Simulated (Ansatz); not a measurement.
**Bands, cutoff and cost in G0W0 for PtSe2 (1T monolayer)**

Aim: see how the G0W0 gap of PtSe2 (1T monolayer) on LDA moves with empty bands and screening cutoff, and what each rung costs.

Program: Ansatz 0.2.0. Level of theory: G0W0 on LDA, plane waves, PAW. Results are calculated unless marked as measured.

## (1) Starting point

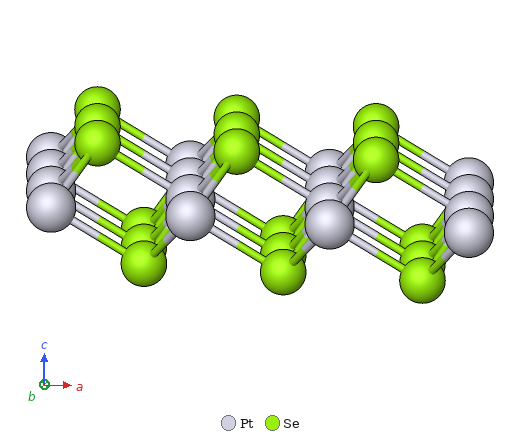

The starting structure, seen nearly edge on (platinum light grey, selenium green). 3×3×1 cells are drawn. Some periodic images of atoms are drawn too.

The cell holds 3 atoms: 1 Pt and 2 Se. Cell: a = 3.675 Å, b = 3.675 Å, c = 28.400 Å, α = 90.0°, β = 90.0°, γ = 120.0°. Vacuum lies along c.

As a file:

```cif
data_structure
_symmetry_space_group_name_H-M 'P 1'
_symmetry_Int_Tables_number 1
_cell_length_a 3.6755
_cell_length_b 3.6755
_cell_length_c 28.4000
_cell_angle_alpha 90.000
_cell_angle_beta 90.000
_cell_angle_gamma 120.000
_cell_volume 332.26
loop_
_atom_site_label
_atom_site_type_symbol
_atom_site_fract_x
_atom_site_fract_y
_atom_site_fract_z
_atom_site_occupancy
Pt1 Pt 0.00000 0.00000 0.50000 1
Se2 Se 0.33333 0.66667 0.54537 1
Se3 Se 0.66667 0.33333 0.45463 1
```

The structure was relaxed with LDA. The runs that relaxed it are not among those shown. Spin-orbit coupling is left out unless a step names it. The default PAW set here is soft_2. Its files were made with PBE. The Coulomb interaction is cut off across the vacuum.

## (2) 176 empty bands, screening to 38 eV

G0W0 replaces the xc potential by the self-energy, built once from these orbitals. Only a window of levels is corrected, while the sums run over the empty bands that the input names.

input.yaml reads:

```yaml
crystal:
  lattice:
    - [3.6754923933, 0.0, 0.0]
    - [-1.8377461967, 3.183069784, 0.0]
    - [0.0, 0.0, 28.4]
  atoms:
    - { symbol: Pt, position: [0.0, 0.0, 0.5] }
    - { symbol: Se, position: [0.3333333333, 0.6666666667, 0.5453674991] }
    - { symbol: Se, position: [0.6666666667, 0.3333333333, 0.4546325009] }
  periodic: [true, true, false]
kpoints:
  mp_grid: { grid: [6, 6, 1] }
hamiltonian:
  xc: lda
scf:
  occupations: { method: fixed }
gw:
  n_empty_bands: 176
  ecut_chi: 38
  qp_bands: [v2, c2]
  qp_kpoints: band_edges
  screening: { model: contour_deformation }
```

On the command line:

```sh
$ ansatz run input.yaml --threads 3 --pin off --max-ram 92160MiB --backend cuda --events-out ev --progress --plain --runs-dir out --devices 1 --max-vram 13GiB
```

Numbers of over 12 decimals in the logs are rounded to 6 here.

The log of the run:

```text
GPUs: using 1 of 1 available (devices: 1).
Engine: ansatz 0.2.0, x86_64-unknown-linux-gnu
Pseudopotentials: kind: paw
Pseudopotential: Pt, paw, valence charge 18, recommended cutoff 420 eV (normal), Pt.paw.azcp
Pseudopotential: Se, paw, valence charge 16, recommended cutoff 420 eV (normal), Se.paw.azcp
Functional definition: SPW92
  exchange = slater_x
  correlation = pw_c
device memory: the entry about to start is reckoned to put 2.9 GiB on a device that reports 44.5 GiB free (of which the cap on the GPU budget leaves the run 13.0 GiB)
GPU FFT provider: cuFFT
GPU libraries: cuBLAS 13.8.2, cuFFT 12.4.0, cuSOLVER 12.3.4
Crystal: 3 atoms, lattice volume = 332.262 Å³
Basis set: ecut = 420 eV, 6503 PW (Γ)
Bands: 30, of which v1, the nominal top of the filled ones, is band 25 counted from 1 (24 counted from 0)
Symmetry: 12 space group operations
Space group: P-3m1 (ITA 164), of the structure as read, at distance tolerance 6.9e-5 Å
k-points: 7 of 36
Non-local potential: Pt, projectors of the file, l = 0: 3, l = 1: 2, l = 2: 2, l = 3: 1
Non-local potential: Se, projectors of the file, l = 0: 2, l = 1: 2, l = 2: 3, l = 3: 1
PAW form: soft (Blöchl's): semilocal exchange-correlation on the pseudo side does not see the compensation charge
PAW frozen core: Pt, regenerated for the run's functional, and the local potential with it (the file was generated under x = pbe(κ = 0.804, μ = 0.219515), c = pbe(β = 0.066725))
PAW frozen core: Se, regenerated for the run's functional, and the local potential with it (the file was generated under x = pbe(κ = 0.804, μ = 0.219515), c = pbe(β = 0.066725))
PAW one-centre angular grid: Pt, 590 points (default); XC on 64 Gauss nodes
PAW one-centre angular grid: Se, 590 points (default); XC on 64 Gauss nodes
Initial density: superposition of atomic densities (neutral atoms: chi_scale 0, normalization atom), corrected by the library's trained network
Initial wavefunctions: pseudopotential atomic-orbital guess
GPU buffer pool allocated for 120000 grid points (all kernels)
GPU transforms: local potential and band sums: pruned to the plane-wave sphere, on 25×25×192
Functional: x = slater, c = lda
SCF iter   1: F=—  HF=-23012.504595 eV  |F-HF|=—  |Δ(HF+E_count)|=         —  Δρ=2.34e-3  dr2=9.43e-3  ethr=1.77e-3  ⟨swp⟩=7.1  Hψ=974  notcnv=0  defer=21
preconditioner: auto → Resta (q_TF=auto, 1.990 Å⁻¹)  ε∞=2.0  [insulator: Δε(μ)=1.699 eV  Ē_g=9.656 eV  n_scr=34 (ndim 8)  ℏωp=9.6 eV  f_vac=0.783  ε∞_Penn≈2.0  vacuum switching on, ρ_ref=6.8e-3 e/Å³]
SCF iter   2: F=—  HF=-23012.496694 eV  |F-HF|=—  |Δ(HF+E_count)|=   7.90e-3  Δρ=1.09e-3  dr2=2.11e-3  ethr=1.89e-5  ⟨swp⟩=4.4  Hψ=588  notcnv=0  defer=21
SCF iter   3: F=—  HF=-23012.496852 eV  |F-HF|=—  |Δ(HF+E_count)|=   1.58e-4  Δρ=6.24e-4  dr2=1.63e-3  ethr=4.22e-6  ⟨swp⟩=4.0  Hψ=486  notcnv=0  defer=21
SCF iter   4: F=—  HF=-23012.496642 eV  |F-HF|=—  |Δ(HF+E_count)|=   2.10e-4  Δρ=1.87e-4  dr2=8.51e-5  ethr=3.27e-6  ⟨swp⟩=3.0  Hψ=302  notcnv=0  defer=21
SCF iter   5: F=—  HF=-23012.496647 eV  |F-HF|=—  |Δ(HF+E_count)|=   4.95e-6  Δρ=4.65e-5  dr2=8.45e-6  ethr=1.70e-7  ⟨swp⟩=3.9  Hψ=362  notcnv=0  defer=21
SCF iter   6: F=—  HF=-23012.496647 eV  |F-HF|=—  |Δ(HF+E_count)|=   1.61e-7  Δρ=1.13e-5  dr2=5.81e-7  ethr=1.69e-8  ⟨swp⟩=3.6  Hψ=357  notcnv=0  defer=21
SCF iter   7: F=—  HF=-23012.496647 eV  |F-HF|=—  |Δ(HF+E_count)|=   4.06e-8  Δρ=4.81e-6  dr2=1.12e-7  ethr=2.00e-10  ⟨swp⟩=20.3  Hψ=1183  notcnv=0
SCF iter   8: F=-23012.496647 eV  HF=-23012.496647 eV  |F-HF|=1.15e-8  |Δ(HF+E_count)|=   7.31e-9  Δρ=1.56e-6  dr2=1.31e-8  ethr=2.00e-10  ⟨swp⟩=2.6  Hψ=417  notcnv=0
SCF 1 converged in 8 iterations: F = -23012.496647 eV  dr2 = 1.31e-8
  greatest PAW one-centre occupation: 1.000 electrons in one spin orbital (limit 2), on the Se atom at site 2 (counted from 0), in its partial waves of l = 2
device memory: the entry about to start is reckoned to put 3.9 GiB on a device that reports 49.1 GiB free (of which the cap on the GPU budget leaves the run 13.0 GiB)
NSCF: frozen V_eff on 7 k-points
the band table was solved once the SCF had ended and its energy, with any forces and stress, was formed, with the checks that follow a solve (1243 applications of the Hamiltonian). They found nothing against the state; the energy, forces and stress were not computed again (output.eigenvalues in the input reference)
device memory: the entry about to start is reckoned to put 4.3 GiB on a device that reports 49.9 GiB free (of which the cap on the GPU budget leaves the run 13.0 GiB)
NSCF: frozen V_eff on 7 k-points
G₀W₀ screening: q 1/7
[... further progress lines ...]
SCF converged after 8 iterations
Free energy (F): -23012.496647 eV
Harris-Foulkes:  -23012.496647 eV  (|F-HF|=1.15e-8)
Internal energy: -23012.496647 eV  (E = F + TS)
E sigma→0 (E₀):  -23012.496647 eV
Fermi energy:    -5.923346 eV
--- Per-component energies (eV) ---
  E_band       = -1867.654306
  E_kinetic    = 877.476630
  E_local      = -118670.319975  (includes V_loc(G=0)·N_el)
  E_nonlocal   = -970.603264
  E_hartree    = 58633.214350
  E_xc         = -467.907589
  E_vxc        = -500.180442  (∫ρ·V_xc dr)
  E_paw        = -12832.783742  (= ΣΔE_a)
  E_vpaw       = 129.547410  (= ΣTr[D̂ρ^β])
  E_aug_tail   = -0.001013  (compensation charges beyond the density's cutoff)
  E_ewald      = 50413.529362
  E_core_change = 4.898594  (= ΣΔE_core)
  E_smearing   = -0.000000  (= −TS)
  E_closure    = 0.000000  (closes the sum)
  Σ components = -23012.496647   (vs F -23012.496647, Δ=0.00e0)
--- Band table (eV; the first three rows and the last of 7) ---
  k-point 0: bands = [... 21 lower, -7.1732, -6.6080, -5.9233, -5.9233, -2.7770, -2.7770, -1.3255 (-1.3256°), -0.6705, ... 1 higher]
  k-point 1: bands = [... 21 lower, -7.9378, -6.1743, -6.0948, -5.9940, -4.2434, -3.1355, -0.4466 (-0.4472°), -0.1007, ... 1 higher]
  k-point 2: bands = [... 21 lower, -8.3163, -7.3505, -6.8165, -6.5054, -4.0723, -3.1812, -0.9699, 0.6915, ... 1 higher]
  k-point 6: bands = [... 21 lower, -8.5973, -8.3020, -6.9174, -6.9174, -4.0860, -4.0860, 0.2979, 2.2675, ... 1 higher]
  ° read free of the cell's end (the report's vacuum.weakly_bound_levels)
--- G₀W₀: contour deformation, 7 samples at zero and on the imaginary axis and 1 off it, 36 q-points, 176 empty bands' worth ---
  eigenvalues of the whole cell's RPA ε∞ on this k-mesh (on a slab, of 1 + 4πα/V) = 1.1644, 4.4453, 4.4453; static W/v taken at q = 0 is 0.444998
  bands read: the sum over 201 bands ends inside a degenerate multiplet in 1 slot, whose members it reads at an even weight; the widest, k=6: bands 201 to 202 (counted from 1) at 1/2 each
  gw.qp_kpoints: band_edges: 6 of 7 stored k-points solved, in 1 pass; an edge of the gap read off the rows below is read off those points alone
    valence top: of the k-points left out ik 3 came nearest to being solved in a further pass, in band 25 (counted from 1, as in the quasiparticle table): it holds the edge there only if its correction is more favourable than any solved in that band by at least 1.472 eV; those differ by 0.152 eV
    conduction bottom: of the k-points left out ik 3 came nearest to being solved in a further pass, in band 26 (counted from 1, as in the quasiparticle table): it holds the edge there only if its correction is more favourable than any solved in that band by at least 0.828 eV; those differ by 0.067 eV
    ik  band        ε_KS         Σx   Σc(E_QP)       V_xc       Z   E_QP_lin       E_QP  E_QP is
     0    24     -5.9233   -17.8781     1.5378   -16.5946  0.7202    -5.6712    -5.6691  root
     0    25     -5.9233   -17.8781     1.5378   -16.5946  0.7202    -5.6712    -5.6691  root
     0    26     -2.7770   -17.0662    -2.9162   -21.0182  0.6723    -1.6840    -1.7411  root
     0    27     -2.7770   -17.0662    -2.9162   -21.0182  0.6723    -1.6840    -1.7411  root
     1    24     -6.0948   -20.0633     2.2324   -17.9684  0.7134    -5.9580    -5.9573  root
     1    25     -5.9940   -19.6859     1.9437   -17.9770  0.7201    -5.7611    -5.7592  root
     1    26     -4.2434   -16.0353    -2.3649   -19.3952  0.7283    -3.1973    -3.2484  root
     1    27     -3.1355   -16.3641    -2.9192   -20.3248  0.6954    -2.0186    -2.0939  root
     2    24     -6.8165   -21.5012     2.6270   -19.0452  0.7070    -6.6467    -6.6454  root
     2    25     -6.5054   -20.4013     2.4872   -18.0167  0.7023    -6.4033    -6.4029  root
     2    26     -4.0723   -16.1981    -2.4845   -19.6812  0.7211    -3.0185    -3.0739  root
     2    27     -3.1812   -16.3052    -2.9995   -20.3451  0.6943    -2.0630    -2.1408  root
     4    24     -6.6424   -23.8383     3.1808   -20.7842  0.7015    -6.5164    -6.5157  root
     4    25     -5.9520   -19.3997     2.0637   -17.4836  0.7147    -5.8053    -5.8045  root
     4    26     -4.1443   -15.0158    -2.6249   -18.6097  0.7236    -3.1246    -3.1753  root
     4    27     -4.0203   -16.0501    -2.6508   -19.7412  0.7211    -2.9169    -2.9800  root
     5    24     -7.3678   -21.7041     3.0975   -18.6939  0.6787    -7.2811    -7.2805  root
     5    25     -6.5656   -22.4466     2.8386   -19.7431  0.7048    -6.4312    -6.4305  root
     5    26     -4.0932   -15.5739    -2.6035   -19.1529  0.7204    -3.0650    -3.1176  root
     5    27     -3.5305   -16.5376    -3.0449   -20.6241  0.7038    -2.3961    -2.4888  root
     6    24     -6.9174   -25.1791     3.5632   -21.7361  0.6949    -6.7979    -6.7972  root
     6    25     -6.9174   -25.1791     3.5632   -21.7361  0.6949    -6.7979    -6.7972  root
     6    26     -4.0860   -15.6765    -2.7760   -19.4587  0.7177    -3.0217    -3.0798  root
     6    27     -4.0860   -15.6765    -2.7760   -19.4587  0.7177    -3.0217    -3.0798  root
```

The job ended after 31 s (1 × NVIDIA H100 80GB HBM3 (shared by 6 runs) with 3 threads of AMD EPYC 7R13 (Zen 3), shared host; peak memory 1.3 GiB; 33 s of CPU time).

This step gave:

| Quantity | Value |
| --- | --- |
| bands summed | 201 |
| plane waves in the screening matrix | 167 |
| q-points in the mesh | 36 |
| G0W0 gap on the mesh | 2.421 eV |
| k of the valence top | 0, 0, 0 |
| k of the conduction bottom | 0, 0.1667, 0 |
| starting gap on the mesh | 1.680 eV |
| Z at the valence top | 0.7202 |
| Z at the conduction bottom | 0.7283 |
| least direct G0W0 gap on the computed points | 2.511 eV |

The gap on the mesh goes from 1.68 eV to 2.42 eV, a correction of +0.74 eV. Between the two edge states, bare exchange in place of the xc potential would open the gap by 4.64 eV, and correlation takes back 3.90 eV.

## (3) 441 empty bands, screening to 70 eV

Bands and screening cutoff are moved together, since each hides the error of the other.

input.yaml, as its differences from that of step 2:

```diff
@@ -16,5 +16,6 @@
   occupations: { method: fixed }
+  convergence: { dr2_threshold: 1.0e-10 }
 gw:
-  n_empty_bands: 176
-  ecut_chi: 38
+  n_empty_bands: 441
+  ecut_chi: 70.0
   qp_bands: [v2, c2]
```

The log of the run:

```text
GPUs: using 1 of 1 available (devices: 1).
[...]
GPU FFT provider: cuFFT
GPU libraries: cuBLAS 13.8.2, cuFFT 12.4.0, cuSOLVER 12.3.4
Crystal: 3 atoms, lattice volume = 332.262 Å³
Basis set: ecut = 420 eV, 6503 PW (Γ)
Bands: 30, of which v1, the nominal top of the filled ones, is band 25 counted from 1 (24 counted from 0)
Symmetry: 12 space group operations
[...]
k-points: 7 of 36
[...]
GPU buffer pool allocated for 120000 grid points (all kernels)
[...]
SCF iter   1: F=—  HF=-23012.504595 eV  |F-HF|=—  |Δ(HF+E_count)|=         —  Δρ=2.34e-3  dr2=9.43e-3  ethr=1.77e-3  ⟨swp⟩=7.1  Hψ=974  notcnv=0  defer=21
[...]
SCF iter  10: F=-23012.496647 eV  HF=-23012.496647 eV  |F-HF|=4.73e-11  |Δ(HF+E_count)|=  4.11e-10  Δρ=8.03e-8  dr2=3.20e-11  ethr=1.00e-12  ⟨swp⟩=18.9  Hψ=1426  notcnv=0
SCF 1 converged in 10 iterations: F = -23012.496647 eV  dr2 = 3.20e-11
[...]
NSCF: frozen V_eff on 7 k-points
[...]
G₀W₀ screening: q 1/7
[... further progress lines ...]
SCF converged after 10 iterations
Free energy (F): -23012.496647 eV
[...]
Internal energy: -23012.496647 eV  (E = F + TS)
E sigma→0 (E₀):  -23012.496647 eV
Fermi energy:    -5.923430 eV
[...]
--- Band table (eV; the first three rows and the last of 7) ---
  k-point 0: bands = [... 21 lower, -7.1732, -6.6081, -5.9234, -5.9234, -2.7770, -2.7770, -1.3256 (-1.3256°), -0.6705, ... 1 higher]
  k-point 1: bands = [... 21 lower, -7.9379, -6.1744, -6.0949, -5.9941, -4.2435, -3.1356, -0.4467 (-0.4473°), -0.1007, ... 1 higher]
  k-point 2: bands = [... 21 lower, -8.3163, -7.3505, -6.8165, -6.5055, -4.0724, -3.1812, -0.9699, 0.6915, ... 1 higher]
  k-point 6: bands = [... 21 lower, -8.5973, -8.3021, -6.9174, -6.9174, -4.0860, -4.0860, 0.2979, 2.2674, ... 1 higher]
  ° read free of the cell's end (the report's vacuum.weakly_bound_levels)
[...]
0    24     -5.9234   -17.8782     1.2036   -16.5947  0.7152    -6.0035    -6.0033  root
     0    25     -5.9234   -17.8782     1.2036   -16.5947  0.7152    -6.0035    -6.0033  root
     0    26     -2.7770   -17.0663    -3.1831   -21.0182  0.6694    -1.9783    -2.0081  root
     0    27     -2.7770   -17.0663    -3.1831   -21.0182  0.6694    -1.9783    -2.0081  root
     1    24     -6.0949   -20.0644     1.9541   -17.9693  0.7084    -6.2366    -6.2358  root
     1    25     -5.9941   -19.6859     1.6222   -17.9770  0.7152    -6.0811    -6.0808  root
     1    26     -4.2435   -16.0353    -2.6023   -19.3953  0.7239    -3.4605    -3.4859  root
     1    27     -3.1356   -16.3641    -3.1862   -20.3249  0.6906    -2.3193    -2.3610  root
[...]
6    24     -6.9174   -25.1792     3.3134   -21.7362  0.6904    -7.0478    -7.0470  root
     6    25     -6.9174   -25.1792     3.3134   -21.7362  0.6904    -7.0478    -7.0470  root
     6    26     -4.0860   -15.6766    -3.0166   -19.4588  0.7128    -3.2915    -3.3204  root
     6    27     -4.0860   -15.6766    -3.0166   -19.4588  0.7128    -3.2915    -3.3204  root
```

The job ended after 29 s (1 × NVIDIA H100 80GB HBM3 (shared by 6 runs) with 3 threads; peak memory 1.7 GiB).

This step gave:

| Item | Value |
| --- | --- |
| bands summed | 466 |
| plane waves in the screening matrix | 477 |
| q-points in the mesh | 36 |
| G0W0 gap on the mesh | 2.517 eV |
| k of the valence top | 0, 0, 0 |
| k of the conduction bottom | 0, 0.1667, 0 |
| starting gap on the mesh | 1.680 eV |
| Z at the valence top | 0.7152 |
| Z at the conduction bottom | 0.7239 |
| least direct G0W0 gap on the computed points | 2.595 eV |

Against the run with 6×6×1 mesh, 176 empty bands, screening to 38 eV, the gap moves by +0.10 eV.

## (4) Side by side

Times are wall times on 1 × NVIDIA H100 80GB HBM3 (shared by 6 runs) with 3 threads of AMD EPYC 7R13 (Zen 3), shared host, good to a factor of about two.

```tsv
mesh	files	frequency	bands summed	cutoff (eV)	start (eV)	G0W0 (eV)	time	host memory (GiB)
6×6×1	default PAW	contour deformation	201	38	1.680	2.421	31 s	1.3
6×6×1	default PAW	contour deformation	466	70	1.680	2.517	29 s	1.7
```

The parts of the quasiparticle energy at the two band edges (eV; QP = start + Σx + Σc − Vxc):

```tsv
run	edge	start	Σx	Σc	Vxc	Z	QP
201 bands	valence top	-5.92	-17.88	1.54	-16.59	0.72	-5.67
201 bands	conduction bottom	-4.24	-16.04	-2.36	-19.40	0.73	-3.25
466 bands	valence top	-5.92	-17.88	1.20	-16.59	0.72	-6.00
466 bands	conduction bottom	-4.24	-16.04	-2.60	-19.40	0.72	-3.49
```

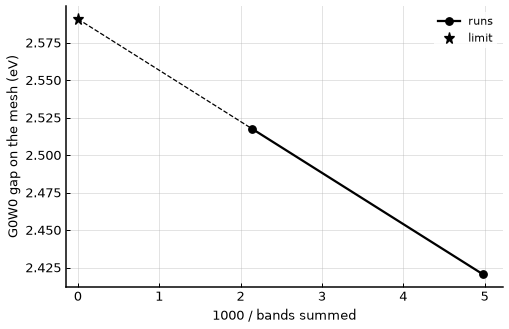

The gap against one over the number of bands; the dashed line carries the two highest rungs to the limit.

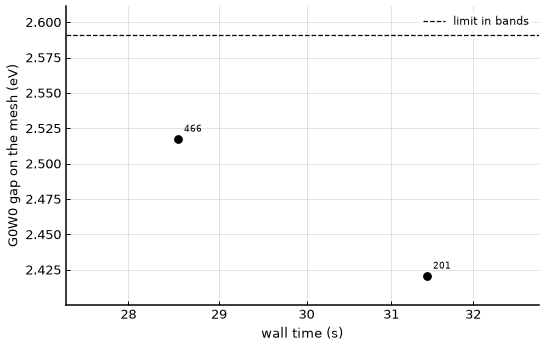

Result against wall time.

## (5) Results

| Item | Value |
| --- | --- |
| 201 bands, 38 eV | 2.421 eV |
| 466 bands, 70 eV | 2.517 eV |
| estimated limit in bands and cutoff | 2.59 eV |
| mesh and start | 6×6×1, LDA |

**Reading.** A line in one over the bands through the two rungs gives 2.59 eV, +0.07 eV from the top rung; with two points alone it is an unchecked estimate. The rungs stand 0.17 eV (201 bands) and 0.07 eV (466 bands) from it. From 201 to 466 bands the gap moves by +0.10 eV. Σc changes by −0.33 eV at the valence top and −0.24 eV at the conduction bottom, so the levels themselves move more than the gap between them. The 6×6×1 mesh misses a band edge: over a band path and its finer mesh (run apart) the LDA gap is 1.39 eV, so the G0W0 gap over the zone may lie about 0.29 eV below its value on the mesh. The mesh in the plane is coarse for a sheet; gap and any exciton binding can still move on denser ones. The runs have no spin polarisation. For a closed low-spin shell that is the natural state; where a d or f shell is open it is a constraint, and the gap is then not the crystal's own. With d states at the gap, one-shot GW leans hard on its start. The many-body steps are scalar-relativistic: spin-orbit coupling is not in them.

[Paths, hosts, dates, memory and timing lines, banners, echoed tables and standing remarks are left out of the program output.]

[Logs are printed without paths, hosts, clocks, repeated set-up lines and the standing remarks that a program may print on its own settings, such as how far it seeks lower states.]

[Runs of the session that timed out or met a known fault of the program may be left out.]

[Cells called generated may have been cut or substituted from an entry of the Crystallography Open Database or the Materials Project.]

[Hosts, paths, dates, database ids (printed as entryN), source tags and the programs' standing remarks are cut or masked in the printed files.]
